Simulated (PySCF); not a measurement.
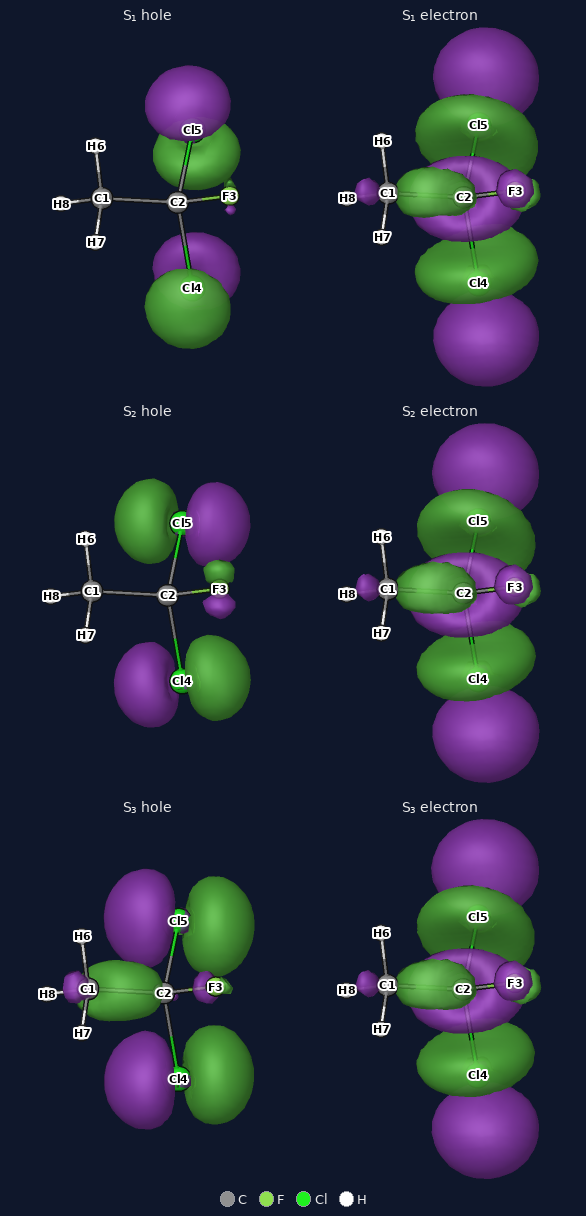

C$_{2}$H$_{3}$Cl$_{2}$F, SMILES `CC(F)(Cl)Cl`. Leading natural transition orbitals (full linear response singlet states).

Level of theory: B3LYP/6-311+G** (PySCF), at a geometry from GFN2-xTB. No frequency check shows the geometry to be a minimum. GFN2-xTB bond lengths at metals and heavier atoms can be off by up to 0.1 Å and shapes distorted, which carries into these values.

Input script:

```python
import numpy as np
from pyscf import gto, scf, dft, tdscf
from pyscf.scf import atom_ks, atom_hf
from scipy.linalg import block_diag

def solve(mol, dm0=None, hcore=None):
    mf = (dft.UKS if mol.spin else dft.RKS)(mol, xc='b3lyp')
    mf.grids.level = 3
    mf = mf.density_fit(auxbasis='def2-universal-jkfit')
    mf.conv_tol, mf.max_cycle = 1e-8, 80
    if hcore is not None:
        mf.get_hcore = lambda *args: hcore
    mf.kernel(dm0)
    if not mf.converged:
        mf = mf.newton().run(mf.mo_coeff, mf.mo_occ, max_cycle=30)
    assert mf.converged, 'SCF not converged'
    return mf

mol = gto.M(atom='''
C     -0.00059    -1.51576     0.84202
C      0.00012    -0.33211    -0.09295
F      0.00013    -0.74095    -1.38186
Cl    -1.45143     0.68138     0.13985
Cl     1.45143     0.68129     0.13989
H      0.88745    -2.11758     0.65719
H     -0.88766    -2.11752     0.65716
H      0.00194    -1.17458     1.87252
''', basis='6-311+g**', charge=0, spin=0, verbose=4)
mf = solve(mol)
td = mf.TDDFT()
td.nstates, td.singlet, td.conv_tol = 5, True, 1e-5
td.kernel()
td.analyze()
x, y = np.array([p[0] for p in td.xy]), np.array([p[1] + 0 * p[0] for p in td.xy])
f, mu = td.oscillator_strength(), td.transition_dipole()
nto = [td.get_nto(state=i + 1, verbose=4) for i in range(len(td.e))]
# spherically averaged free atoms, for the promolecule
atm = atom_ks.get_atm_nrks(mol, xc='b3lyp')
pro = block_diag(*[(atm[a[0]][2] * atm[a[0]][3]) @ atm[a[0]][2].T for a in mol._atom])
np.savez('result.npz', e=td.e, f=f, ok=td.converged, w=[n[0] for n in nto], nto=[n[1] for n in nto], x=x, y=y, c=mf.mo_coeff, occ=mf.mo_occ, eps=mf.mo_energy, pro=pro, mu=mu)
```

Command:

```sh
OMP_NUM_THREADS=1 python input.py
```

The run took 13 min on 1 thread of Arm Neoverse V1, with other jobs on the host, peak memory 0.83 GiB.

Give the energy and character of each state.

By state:
- S₁: 6.70 eV (185 nm), f = 0.018, partly diffuse acceptor orbital; the leading pair carries 98 %; hole on Cl4 and Cl5 (47 % each), electron on Cl4 and Cl5 (32 % each) and C2 (28 %) (atom shares of so diffuse an orbital are rough); their centroids lie 0.1 Å apart.
- S₂: 7.00 eV (177 nm), f = 0.000 (very weak), partly diffuse acceptor orbital; the leading pair carries 98 %; hole on Cl4 and Cl5 (45 % each), electron on Cl4 and Cl5 (32 % each) and C2 (28 %) (atom shares of so diffuse an orbital are rough); their centroids lie 0.1 Å apart.
- S₃: 7.18 eV (173 nm), f = 0.004, partly diffuse acceptor orbital; the leading pair carries 96 %; hole on Cl4 and Cl5 (42 % each) and C1 and C2 (6 % each), electron on Cl4 and Cl5 (32 % each) and C2 (28 %) (atom shares of so diffuse an orbital are rough); their centroids lie 0.0 Å apart.
